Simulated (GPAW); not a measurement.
AlNH4: geometry relaxation (part 1 of 5)

The run: geometry relaxation of AlNH4, SMILES [NH2][AlH2]. Method and program: WC/plane waves, scalar-relativistic datasets (GPAW 26.7.0).

The atoms were displaced at random from an optimised geometry.

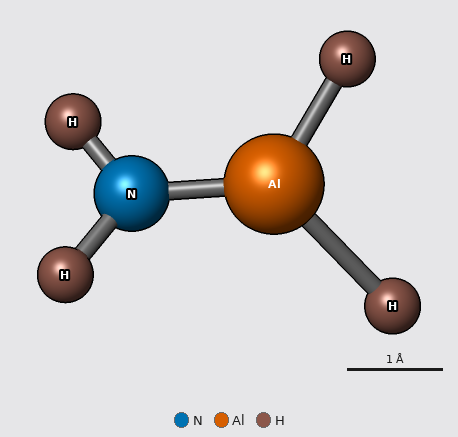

The input geometry (ball-and-stick view, seen on its broad side). Sticks mark near contacts.

Input (relax.py):
```python
import numpy as np
from ase import Atoms
from ase.io import write
from ase.optimize import LBFGS
from ase.units import Bohr
from gpaw import GPAW, PW, setup_paths
from gpaw.atom.configurations import parameters
from gpaw.atom.generator import Generator

positions_bohr = np.array(
              [[  0.016841,  -1.629940,  -0.037789],
               [  0.177969,   1.195898,  -0.229271],
               [  1.313932,  -3.162031,  -1.038669],
               [ -0.864661,  -2.580132,   1.323007],
               [  0.283136,   3.148446,  -3.135783],
               [ -0.530817,   3.012394,   1.901168]])
atoms = Atoms("NAlHHHH", positions=positions_bohr * Bohr)
atoms.set_cell([14.0, 14.0, 14.0])
atoms.center()

for symbol in ["Al", "H", "N"]:
    Generator(symbol, xcname="WC", scalarrel=True, nofiles=True, txt=None).run(**parameters[symbol])
setup_paths.insert(0, ".")

calc = GPAW(mode={"name": "pw", "ecut": 340},
            maxiter=100,
            xc="WC",
            symmetry="off",
            txt="-")
atoms.calc = calc

opt = LBFGS(atoms, trajectory="mol.traj", maxstep=0.1)
converged = opt.run(fmax=0.05, steps=100)
print("Converged:", converged)
print(f"Final energy            {atoms.get_potential_energy():.5f} eV")
print(f"r(H3-N0)                {atoms.get_distance(3, 0):.4f} Ang")
print(f"r(H2-N0)                {atoms.get_distance(2, 0):.4f} Ang")
write("relaxed.xyz", atoms)
```

Hardware: 1 thread of AMD EPYC (Zen 5), 16 GiB of memory available, shared host.

Run as:
```bash
python relax.py
```

Log:
```
__  _  _
 | _ |_)|_||  |
 |__||  | ||/\| - 26.7.0

units:  Angstrom and eV
cores:  1
OpenMP: False

Versions:
  Python: 3.12.14
  ASE:    3.29.0
  Numpy:  2.5.5
  Scipy:  1.18.1
  Libxc:  7.0.0

        _gpaw.cpython-312-x86_64-linux-gnu.so

Input parameters:
  mode=PW(ecut=340),
  maxiter=100,
  symmetry=Symmetry(point_group=False, time_reversal=False),
  xc=XC(name='WC')

Diagonalizing LCAO Hamiltonian
Converting LCAO to pw mode
          .---------------------------------.
         /|                                 |
        / |                                 |
       /  |                                 |
      /   |                                 |
     /    |                                 |
    /     |                                 |
   /      |                                 |
  /       |                                 |
 *        |                                 |
 |        |            H                    |
 |        |                                 |
 |        |            Al                   |
 |        |         H N                     |
 |        |            HH                   |
 |        |                                 |
 |        |                                 |
 |        .---------------------------------.
 |       /                                 /
 |      /                                 /
 |     /                                 /
 |    /                                 /
 |   /                                 /
 |  /                                 /
 | /                                 /
 |/                                 /
 *---------------------------------*

Atoms  # Å, Bohr magnetons
|   | symbol |        x |        y |        z |    initial magnetic moments |
|---|--------|----------|----------|----------|-----------------------------|
| 0 |      N | 6.890040 | 6.141067 | 7.306668 | ( 0.0000,  0.0000,  0.0000) |
| 1 |     Al | 6.975305 | 7.636436 | 7.205340 | ( 0.0000,  0.0000,  0.0000) |
| 2 |      H | 7.576431 | 5.330320 | 6.777025 | ( 0.0000,  0.0000,  0.0000) |
| 3 |      H | 6.423569 | 5.638247 | 8.026770 | ( 0.0000,  0.0000,  0.0000) |
| 4 |      H | 7.030957 | 8.669680 | 5.667280 | ( 0.0000,  0.0000,  0.0000) |
| 5 |      H | 6.600232 | 8.597685 | 8.332720 | ( 0.0000,  0.0000,  0.0000) |

Unit cell  # Å
| periodic |         x |         y |         z |   lengths |    angles |
|----------|-----------|-----------|-----------|-----------|-----------|
|       no | 14.000000 |  0.000000 |  0.000000 | 14.000000 | 90.000000 |
|       no |  0.000000 | 14.000000 |  0.000000 | 14.000000 | 90.000000 |
|       no |  0.000000 |  0.000000 | 14.000000 | 14.000000 | 90.000000 |

Number of symmetries: 1
Symmetry operations  # r_c * U_cc + t_c -> r_c
|   | kind |            matrix            |
|---|------|------------------------------|
| 0 |  E   |  1, 0, 0,  0, 1, 0,  0, 0, 1 |

BZ-sampling:
  Number of BZ points: 1
  Number of IBZ points: 1

  Monkhorst-Pack size: [1, 1, 1]
  Monkhorst-Pack shift: [0, 0, 0]

K-points  # in reciprocal-cell coordinates
|   |                                coordinates |     weight |
|---|--------------------------------------------|------------|
| 0 | (  0.00000000,   0.00000000,   0.00000000) | 1.00000000 |

Plane wave coefficients: 19564
Cutoff: 340.0 eV

Spin-components: 1 (collinear spins)
Bands:           12
Projectors:      22
Spin-degeneracy: 2
Datatype:        float64

  Storage: CPU
  Wave functions: 3_756_288 bytes (3_756_288 per core)
  Projectors: 8_764_672 bytes (8_764_672 per core)

Parallelization:
  kpt:    1
  domain: 1
  band:   1

Density:
  Valence electrons: 12.0
  Components: 1
  Grid points: [60 60 60]
  Charge: 0.0  # |e|

Potential:
  Grid points: [60 60 60]

species:
  N:
    name:    Nitrogen
    Z:       7.0
    valence: 5
    core:    2
    charge:  0.0  # [|e|]
    file:    N.WC
    compensation charges:
      type: gauss
      rc: 0.18  # [Å]
      lmax: 2
    cutoffs:
      filter: 1.11  # [Å]
      core: 0.96  # [Å]
    projectors
    | kind |    occ | energy [eV] | rcut [Å] |
    |------|--------|-------------|----------|
    |   2s |  2.000 |     -18.472 |    0.603 |
    |   2p |  3.000 |      -7.053 |    0.529 |
    |    s |        |       8.739 |    0.603 |
    |    p |        |      20.158 |    0.529 |
    |    d |        |       0.000 |    0.577 |

    Using partial waves for N as LCAO basis

  Al:
    name:    Aluminium
    Z:       13.0
    valence: 3
    core:    10
    charge:  0.0  # [|e|]
    file:    Al.WC
    compensation charges:
      type: gauss
      rc: 0.34  # [Å]
      lmax: 2
    cutoffs:
      filter: 1.91  # [Å]
      core: 2.36  # [Å]
    projectors
    | kind |    occ | energy [eV] | rcut [Å] |
    |------|--------|-------------|----------|
    |   3s |  2.000 |      -7.720 |    1.085 |
    |   3p |  1.000 |      -2.679 |    1.085 |
    |    s |        |      19.492 |    1.085 |
    |    p |        |      24.532 |    1.085 |
    |    d |        |       0.000 |    1.085 |

    Using partial waves for Al as LCAO basis

  H:
    name:    Hydrogen
    Z:       1.0
    valence: 1
    core:    0
    charge:  0.0  # [|e|]
    file:    H.WC
    compensation charges:
      type: gauss
      rc: 0.15  # [Å]
      lmax: 2
    cutoffs:
      filter: 0.85  # [Å]
      core: 0.53  # [Å]
    projectors
    | kind |    occ | energy [eV] | rcut [Å] |
    |------|--------|-------------|----------|
    |   1s |  1.000 |      -6.369 |    0.476 |
    |    s |        |      20.842 |    0.476 |
    |    p |        |       0.000 |    0.476 |

    Using partial waves for H as LCAO basis

Reference energy: -8125.528017  # eV

eigensolver:
  PPCG
  Converge bands: occupied
  niter=2

density mixing:
  MSR1-Mixer
  Pratt-step length: 0.05
  Maximum mixing coefficient: 0.75
  Old densities: 10
  SVD Regularization: 0.005
  Good broyden scale: 1.0
  Trust region scale: 1.0
  Backstep threshold: 4.0
  History deletion threshold: 6.0
  Fourier metric: weight=20.0, sigma=0.015

occupation numbers:
  # Zero width

poisson solver:
  ecut: 2720.0  # eV

xc functional:
  name: WC with 2 nearest neighbor stencil

Initialization done in: 2.276 s

convergence criteria:
- Maximum [total energy] change in last 3 cyles: 0.0005 eV / valence electron
- Maximum integral of absolute [dens]ity change: 0.0001 electrons / valence electron
- Maximum integral of absolute [eigenst]ate change: 4e-08 eV^2 / valence electron
maximum number of iterations: 100

SCF iterations
|iter     |     time |      energy | eigst |  dens |
|---------|----------|-------------|-------|-------|
|iter:   1| 00:00:03 |  -23.255560 | +0.21 |       |
|iter:   2| 00:00:03 |  -22.648369 | -1.58 | -0.50 |
|iter:   3| 00:00:04 |  -20.071713 | -0.51 | -0.53 |
|iter:   4| 00:00:05 |  -20.037829 | -1.77 | -1.23 |
|iter:   5| 00:00:06 |  -20.029141 | -2.42 | -1.56 |
|iter:   6| 00:00:07 |  -20.029504 | -3.89 | -2.11 |
|iter:   7| 00:00:07 |  -20.029576c| -5.03 | -2.65 |
|iter:   8| 00:00:08 |  -20.029578c| -6.15 | -3.27 |
|iter:   9| 00:00:09 |  -20.029579c| -6.93 | -3.81 |
|iter:  10| 00:00:10 |  -20.029579c| -7.93c| -4.40c|

Converged in 10 steps
SCF loop duration: 7.487 s (0.749 s/step)
Energy contributions relative to reference atoms: (reference = -8125.528017)

Energy contributions:
  Kinetic:          29.078806
  Coulomb:         -24.576247
  Zero:              0.078395
  External:          0.000000
  Xc:              -24.610533
  Entropy:           0.000000
  Spinorbit:         0.000000
  ----------------------------
  Free energy:     -20.029579
  Extrapolated:    -20.029579

dipole moment: (0.145310, -0.633743, 0.201119)  # |e|*Ang

Fermi level: -3.587
Eigenvalues  # (at kpt = [0.000, 0.000, 0.000])
| band index |      eig [eV] | occ [0-2] |
|------------|---------------|-----------|
|          0 |       -21.706 |     2.000 |
|          1 |       -11.903 |     2.000 |
|          2 |       -11.194 |     2.000 |
|          3 |        -8.000 |     2.000 |
|          4 |        -7.189 |     2.000 |
|          5 |        -5.811 |     2.000 |
|          6 |        -1.363 |     0.000 |
|          7 |        -1.174 |     0.000 |
|          8 |        -0.057 |     0.000 |
|          9 |         0.158 |     0.000 |
|         10 |         0.470 |     0.000 |
|         11 |         0.507 |     0.000 |

Gap: 4.448 eV
Transition (v -> c):
  (s=0, k=0, n=5, [0.00, 0.00, 0.00]) -> (s=0, k=0, n=6, [0.00, 0.00, 0.00])
No difference between direct/indirect transitions
vacuum-level: 0.128  # V

Forces  # eV/Ang
|        x |         y |        z |
|----------|-----------|----------|
|  2.80726 | -15.05825 | -2.37133 |  # N    0
|  0.52098 |  14.56631 | -3.37266 |  # Al   1
| -2.44762 |   2.53430 |  1.49223 |  # H    2
| -0.87669 |  -1.30845 |  1.69914 |  # H    3
|  0.30831 |  -1.30127 |  1.30165 |  # H    4
| -0.28087 |   0.40410 |  1.06076 |  # H    5

Force computation time: 0.337  # s
       Step     Time          Energy          fmax
LBFGS:    0 00:00:10      -20.029579       15.500152
          .---------------------------------.
         /|                                 |
        / |                                 |
       /  |                                 |
      /   |                                 |
     /    |                                 |
    /     |                                 |
   /      |                                 |
  /       |                                 |
 *        |                                 |
 |        |            H                    |
 |        |                                 |
 |        |            Al                   |
 |        |         H N                     |
 |        |            HH                   |
 |        |                                 |
 |        |                                 |
 |        .---------------------------------.
 |       /                                 /
 |      /                                 /
 |     /                                 /
 |    /                                 /
 |   /                                 /
 |  /                                 /
 | /                                 /
 |/                                 /
 *---------------------------------*

Atoms  # Å, Bohr magnetons
|   | symbol |        x |        y |        z |    initial magnetic moments |
|---|--------|----------|----------|----------|-----------------------------|
| 0 |      N | 6.908151 | 6.043918 | 7.291369 | ( 0.0000,  0.0000,  0.0000) |
| 1 |     Al | 6.978666 | 7.730412 | 7.183581 | ( 0.0000,  0.0000,  0.0000) |
| 2 |      H | 7.560640 | 5.346670 | 6.786652 | ( 0.0000,  0.0000,  0.0000) |
| 3 |      H | 6.417913 | 5.629806 | 8.037732 | ( 0.0000,  0.0000,  0.0000) |
| 4 |      H | 7.032946 | 8.661285 | 5.675678 | ( 0.0000,  0.0000,  0.0000) |
| 5 |      H | 6.598420 | 8.600292 | 8.339563 | ( 0.0000,  0.0000,  0.0000) |

Unit cell  # Å
| periodic |         x |         y |         z |   lengths |    angles |
|----------|-----------|-----------|-----------|-----------|-----------|
|       no | 14.000000 |  0.000000 |  0.000000 | 14.000000 | 90.000000 |
|       no |  0.000000 | 14.000000 |  0.000000 | 14.000000 | 90.000000 |
|       no |  0.000000 |  0.000000 | 14.000000 | 14.000000 | 90.000000 |

Initialization done in: 0.747 s

convergence criteria:
- Maximum [total energy] change in last 3 cyles: 0.0005 eV / valence electron
- Maximum integral of absolute [dens]ity change: 0.0001 electrons / valence electron
- Maximum integral of absolute [eigenst]ate change: 4e-08 eV^2 / valence electron
maximum number of iterations: 100

SCF iterations
|iter     |     time |      energy | eigst |  dens |
|---------|----------|-------------|-------|-------|
|iter:   1| 00:00:11 |  -21.949105 | -1.04 |       |
|iter:   2| 00:00:12 |  -21.933571 | -2.73 | -1.33 |
|iter:   3| 00:00:13 |  -21.859706 | -2.18 | -1.36 |
|iter:   4| 00:00:14 |  -21.851382 | -2.74 | -1.76 |
|iter:   5| 00:00:14 |  -21.851252 | -4.29 | -2.20 |
|iter:   6| 00:00:15 |  -21.851259c| -5.39 | -2.92 |
|iter:   7| 00:00:16 |  -21.851258c| -6.14 | -3.47 |
|iter:   8| 00:00:17 |  -21.851258c| -7.59c| -3.84 |
|iter:   9| 00:00:18 |  -21.851258c| -7.68c| -4.42c|

Converged in 9 steps
SCF loop duration: 6.641 s (0.738 s/step)
Energy contributions relative to reference atoms: (reference = -8125.528017)

Energy contributions:
  Kinetic:          15.902268
  Coulomb:         -14.369791
  Zero:              0.034120
  External:          0.000000
  Xc:              -23.417856
  Entropy:           0.000000
  Spinorbit:         0.000000
  ----------------------------
  Free energy:     -21.851258
  Extrapolated:    -21.851258

dipole moment: (0.138102, -0.407066, 0.157071)  # |e|*Ang

Fermi level: -3.840
Eigenvalues  # (at kpt = [0.000, 0.000, 0.000])
| band index |      eig [eV] | occ [0-2] |
|------------|---------------|-----------|
|          0 |       -21.324 |     2.000 |
|          1 |       -11.913 |     2.000 |
|          2 |       -10.714 |     2.000 |
|          3 |        -8.162 |     2.000 |
|          4 |        -6.703 |     2.000 |
|          5 |        -6.085 |     2.000 |
|          6 |        -1.596 |     0.000 |
|          7 |        -0.892 |     0.000 |
|          8 |        -0.060 |     0.000 |
|          9 |         0.382 |     0.000 |
|         10 |         0.456 |     0.000 |
|         11 |         0.501 |     0.000 |

Gap: 4.489 eV
Transition (v -> c):
  (s=0, k=0, n=5, [0.00, 0.00, 0.00]) -> (s=0, k=0, n=6, [0.00, 0.00, 0.00])
No difference between direct/indirect transitions
vacuum-level: 0.128  # V

Forces  # eV/Ang
|        x |        y |        z |
|----------|----------|----------|
|  2.30599 | -1.97931 | -2.69845 |  # N    0
|  0.04824 |  3.26145 | -2.74943 |  # Al   1
| -1.11905 |  0.65413 |  0.63563 |  # H    2
| -1.00221 | -1.51401 |  2.08286 |  # H    3
|  0.30168 | -1.02627 |  1.13564 |  # H    4
| -0.39742 |  0.70935 |  1.39490 |  # H    5

Force computation time: 0.337  # s
LBFGS:    1 00:00:18      -21.851258        4.265995
          .---------------------------------.
         /|                                 |
        / |                                 |
       /  |                                 |
      /   |                                 |
     /    |                                 |
    /     |                                 |
   /      |                                 |
  /       |                                 |
 *        |                                 |
 |        |            H                    |
 |        |                                 |
 |        |            Al                   |
 |        |         H N                     |
 |        |            HH                   |
 |        |                                 |
 |        |                                 |
 |        .---------------------------------.
 |       /                                 /
 |      /                                 /
 |     /                                 /
 |    /                                 /
 |   /                                 /
 |  /                                 /
 | /                                 /
 |/                                 /
 *---------------------------------*

Atoms  # Å, Bohr magnetons
|   | symbol |        x |        y |        z |    initial magnetic moments |
|---|--------|----------|----------|----------|-----------------------------|
| 0 |      N | 6.947595 | 6.026945 | 7.243993 | ( 0.0000,  0.0000,  0.0000) |
| 1 |     Al | 6.978874 | 7.772056 | 7.136587 | ( 0.0000,  0.0000,  0.0000) |
| 2 |      H | 7.542947 | 5.355539 | 6.796566 | ( 0.0000,  0.0000,  0.0000) |
| 3 |      H | 6.400312 | 5.603195 | 8.074476 | ( 0.0000,  0.0000,  0.0000) |
| 4 |      H | 7.038185 | 8.643800 | 5.695211 | ( 0.0000,  0.0000,  0.0000) |
| 5 |      H | 6.591351 | 8.613038 | 8.364274 | ( 0.0000,  0.0000,  0.0000) |
```
